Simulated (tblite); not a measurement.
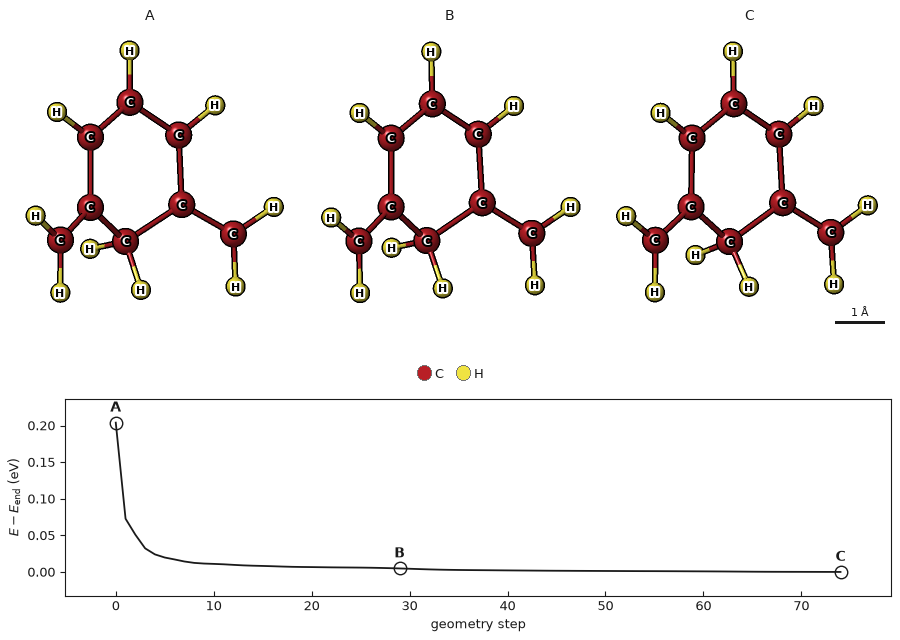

Frames of a relaxation of C$_{8}$H$_{9}$ (multiplicity 2), marked on the history of the run. Style: ball-and-stick. Shown from a free direction.

Theory: tblite, GFN2-xTB geometry optimisation, gas phase. 

**Describe the path.**

Over 74 geometry steps the energy falls by 0.204 eV. The atom that moves furthest after the best rigid fit is an H atom (0.26 Å). By element the largest moves are H 0.26 Å, C 0.14 Å. Near-neighbour distances that change, for instance: C–C 1.461 → 1.381 Å, C–C 1.345 → 1.381 Å, C–C 1.454 → 1.421 Å, C–C 1.526 → 1.508 Å. Bond angles that change, for instance: C–C–H 117.1° → 120.0°, C–C–H 121.8° → 119.1°, C–C–C 122.9° → 120.4°. Cost: 0.42 s on 1 thread of Arm Neoverse V1, with other jobs on the host. From step 0 to 29: an H atom moves most (0.13 Å), energy −0.199 eV. From step 29 to 74: H atoms move most (0.19 Å), energy −0.005 eV.

```csv
step,"E − E(0), eV"
0,0.0000
1,-0.1312
2,-0.1530
3,-0.1717
4,-0.1799
5,-0.1842
6,-0.1868
7,-0.1896
8,-0.1915
9,-0.1925
10,-0.1929
13,-0.1949
17,-0.1966
20,-0.1973
23,-0.1978
27,-0.1984
30,-0.1996
34,-0.2010
37,-0.2015
40,-0.2018
44,-0.2022
47,-0.2024
50,-0.2026
54,-0.2028
57,-0.2029
61,-0.2032
64,-0.2035
67,-0.2037
71,-0.2038
74,-0.2039
```
